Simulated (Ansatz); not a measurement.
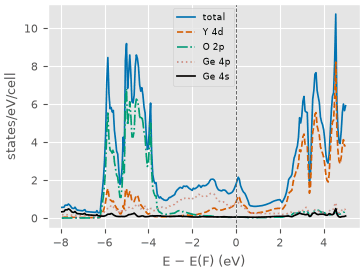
Figure. Total and projected density of states of YGeO in space group P4/nmm (No. 129; Y on 2c, Ge on 2a, O on 2c), the program Ansatz at the r²SCAN level (PAW)

Which orbitals carry the states next to the Fermi level?

Within 0.5 eV of the Fermi level: Y 4d 47 %, Ge 4p 44 %. Projections are on Löwdin-orthogonalised atomic valence shells; empty p or d shells of many metals are not among them.

Where is the tallest occupied peak in this window, and what makes it?

Near -5.0 eV, about 9.2 states/eV per cell; the largest projected share is O 2p.

The start of the workflow was typed in or built on a structure type; neither database checked (COD, Materials Project) lists it. Its standing as an ambient phase is unchecked. The r²SCAN relaxation kept the symmetry of its start; whether a distortion lowers the energy is not shown. The run is not spin-polarised. Spin–orbit coupling is left out wherever it is not named.

Potentials: the earlier of the program's two PAW sets. The files were generated under PBE; for other functionals the program regenerates the frozen cores, and for LDA and PBEsol the local potential too.
